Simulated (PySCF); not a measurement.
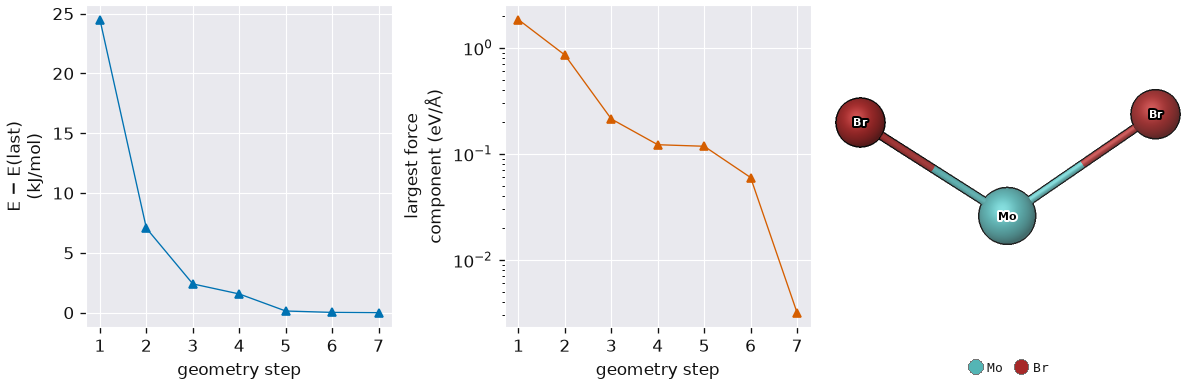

Beside the plot: the molecule at the start.

History of a geometry optimisation. The run: MoBr2 molecule, multiplicity 3, by UKS-based PBE0, Mo def2-SVP with ECP28, Br def2-SVP; non-relativistic Hamiltonian with scalar-relativistic core potentials; density fitting in PySCF 2.14.0. The start has point group C2v, which is kept. A held symmetry can leave a saddle point.

The optimisation met its thresholds at geometry 7, counting the start as the first. The energy fell by about 24 kJ/mol from the first step to the last. The largest force component goes from about 1.8 eV/Å at the start to 3 × 10⁻³ eV/Å at the end.
